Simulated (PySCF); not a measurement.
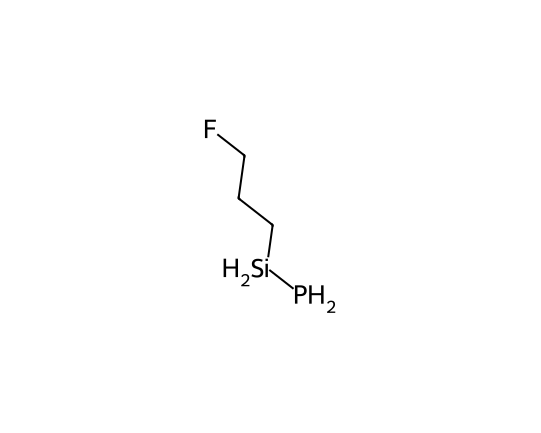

The computed structure is the end point of a PBE0-D3(BJ)/def2-SVP optimisation. No frequency run is at hand to confirm it as a minimum. Level of theory: LDA/def2-SVPD, gas phase (PySCF 2.14.0). Excitations: vertical, linear response.

What does the calculation give?

The species is C₃H₁₀FPSi (`FCCC[SiH2]P`).
- dipole moment: 1.15 D
- HOMO energy (Kohn–Sham orbital): −6.44 eV
- LUMO energy (Kohn–Sham orbital): −0.80 eV
- HOMO–LUMO gap: 5.65 eV
- mean static polarisability: 100.3 bohr³
- lowest vertical singlet excitation: 5.88 eV
- its oscillator strength: 0.013
- brightest of the 10 lowest singlets: 6.38 eV
- its oscillator strength: 0.11
